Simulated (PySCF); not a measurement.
1,3,5-triazine, SMILES c1ncncn1 at its PBE0/def2-SVP optimised geometry (Å):

```
9

C     -1.1014    -1.0899     0.0000
N     -1.8742    -0.0083     0.0000
C     -1.2095     1.1430    -0.0001
N      0.1136     1.2713    -0.0001
C      0.7783     0.1201    -0.0001
N      0.2279    -1.0899     0.0000
H     -1.6034    -2.0655     0.0000
H     -1.8034     2.0655    -0.0003
H      1.8742     0.1732    -0.0001
```

Level of theory: PBE0/def2-TZVP run with PySCF 2.14.0. Cells within 0.4 Å of a nucleus heavier than hydrogen are left out (blank, or x).

Map of the deformation density (molecule minus spherical neutral atoms) (e/bohr³) on the plane z = 0.0 Å:

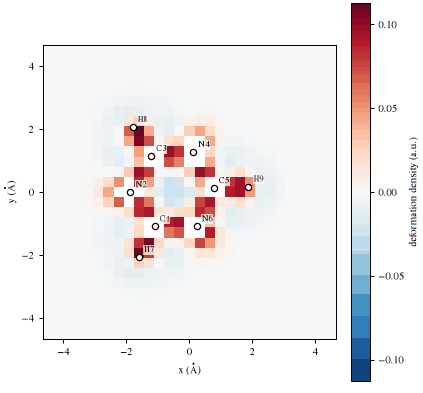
Fig. 1. Deformation density (molecule minus spherical neutral atoms) (e/bohr³) on the plane z = 0.0 Å.
